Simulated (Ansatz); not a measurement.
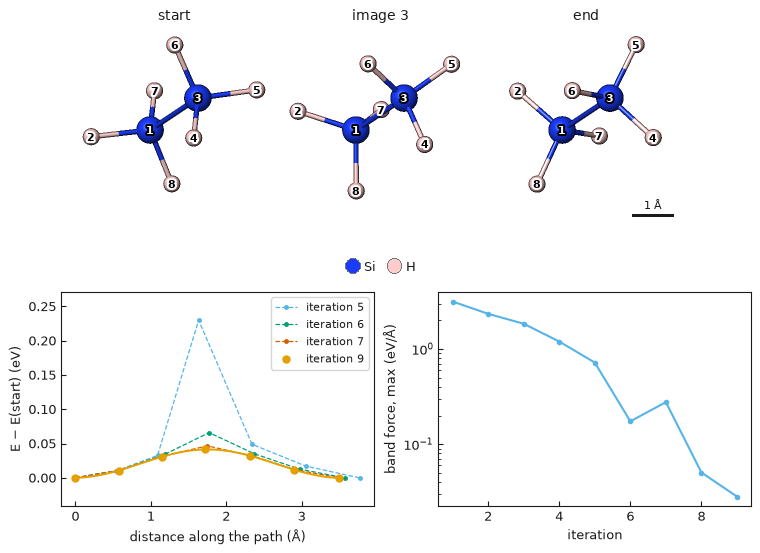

A search for the minimum-energy path of Si$_{2}$H$_{6}$ by the nudged elastic band. Images are numbered from 0 (start) to 6 (end). The plot follows the band through its iterations. The picture is a ball-and-stick view, seen from a free direction.

The calculation used RKS PBE0-D4/6-31G* in Ansatz 0.2.0. Settings: 5 movable images; climbing image; force threshold 0.05 eV/Å; iteration limit 60; starting path through a guess of the saddle point.

Q: Did the band converge, and can the barrier be trusted?

A: The result is final at these settings. The band converged in 9 iterations. The largest component of the band force went from 3.2 to 0.028 eV/Å. The climbing image converged on the top of the path. Its vibrational analysis gives one imaginary mode (125i cm⁻¹), as a transition state must have. The first iteration put the highest image at 3.049 eV. The barrier is about 0.041 eV in both directions, with image 3 at the top; the ends have the same energy.

The run took 74 s on 1 thread of Arm Neoverse V2, with other jobs on the host, peak memory 0.099 GiB.
